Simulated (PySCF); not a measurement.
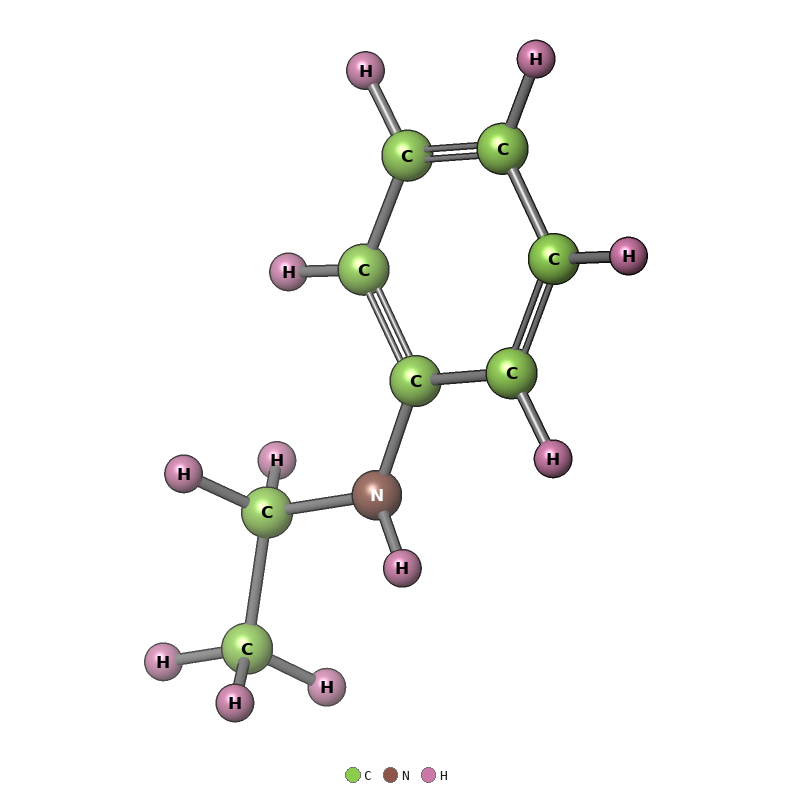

Orthographic view. Atoms fade into the background with distance from the viewer. Computed geometry: PBE0-D3(BJ)/def2-SVP optimisation. No frequency run is at hand to confirm it as a minimum.

Q: Write the InChI string.

A: InChI=1S/C8H11N/c1-2-9-8-6-4-3-5-7-8/h3-7,9H,2H2,1H3
